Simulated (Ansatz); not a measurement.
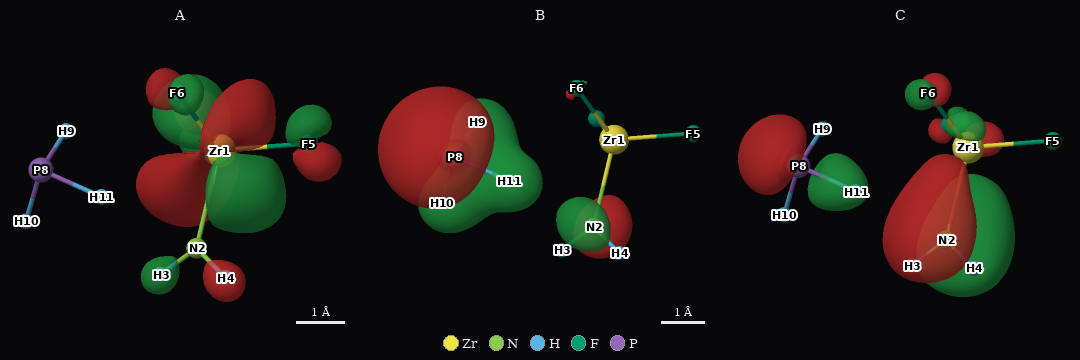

Figure. F3H2NZr···PH3. Three frontier orbitals at ±0.1 Å⁻³ᐟ² (green and red are the two phases), in no order.

Core potentials replace the inner electrons of Zr; not at a stationary point (largest force 1.8 eV/Å).

All numbers below come from RKS B3LYP/def2-SVP in Ansatz 0.2.0.

```xyz
11

Zr    0.1745   -0.0906    0.1058
N     0.2109   -0.0414    2.2505
H    -0.4444   -0.4713    2.9006
H     0.9974    0.3302    2.7857
F     1.9916    0.1405   -0.4243
F    -0.8108    1.3701   -0.6489
F    -0.5476   -1.7303   -0.5597
P    -3.3468    0.2639    1.4199
H    -3.1457   -0.6572    0.3401
H    -3.5178   -0.7863    2.3813
H    -1.9536    0.3937    1.7109
```

### Order the three orbitals by energy and name them.

B is the HOMO−1 (−7.88 eV). It lies mainly on P8 (about 70 %), N2 (about 10 %) and H10 (about 5 %); largely a lone pair of P8. C is the HOMO (−7.24 eV). It lies mainly on N2 (about 65 %), Zr1 (about 10 %) and P8 (about 10 %). A is the LUMO (−1.53 eV). It lies mainly on Zr1 (about 75 %) and F5 (about 5 %).

### What is the HOMO–LUMO gap?

5.71 eV between the orbital energies.
